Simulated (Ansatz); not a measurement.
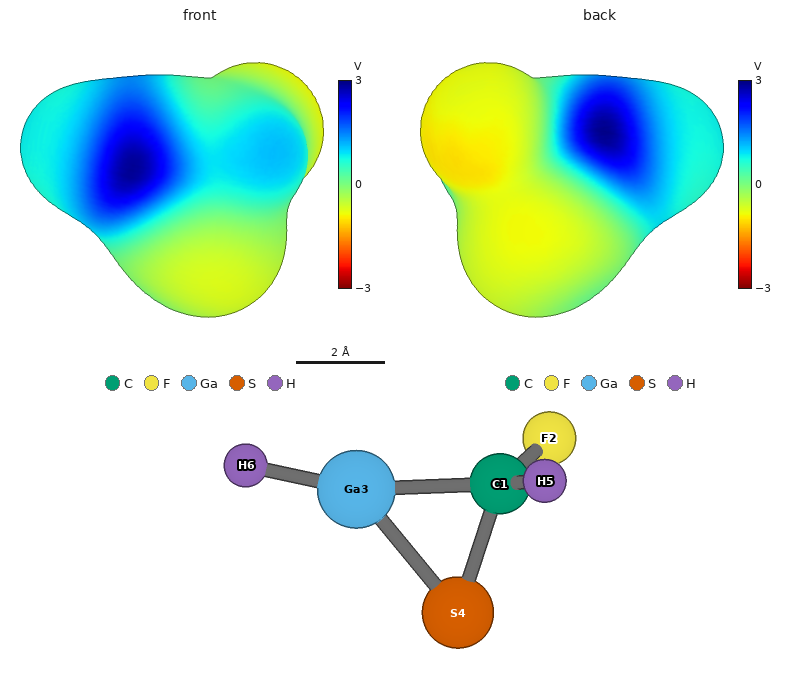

*CH2FGaS. The electrostatic potential painted on the density surface at 0.002 e/bohr³, seen from the front and from behind; red is negative and blue positive. The bare structure is drawn below in the same view.*

Geometry: B3LYP-D3(BJ)/def2-SVP.

Method: isolated molecule in a Gaussian basis; Kohn-Sham density functional theory, functional PBE0 (Ansatz).

Input

```
crystal:
  periodic: [false, false, false]
  atoms:
    - symbol: C
      position_ang: [0.207640, -0.010004, 0.075513]
    - symbol: F
      position_ang: [0.645606, 0.977702, 0.912889]
    - symbol: Ga
      position_ang: [-1.690087, -0.135515, -0.379253]
    - symbol: S
      position_ang: [-0.066798, 0.557267, -1.702825]
    - symbol: H
      position_ang: [0.885292, -0.871462, 0.140531]
    - symbol: H
      position_ang: [-3.219142, -0.302477, -0.360058]
basis:
  gaussian:
    orbitals: def2-TZVPD
hamiltonian:
  xc: {name: PBE0}
output:
  forces: true
  orbitals: {seedname: orbitals}
```

Run with:

```sh
ansatz run input.yaml --threads 2 --pin off --max-ram 4350MiB --events-out events.jsonl --progress --plain --runs-dir runs
```

Describe the electrostatic potential map.

The most negative region (about −1.0 V) lies over F2, the most positive (about +2.9 V) over Ga3.
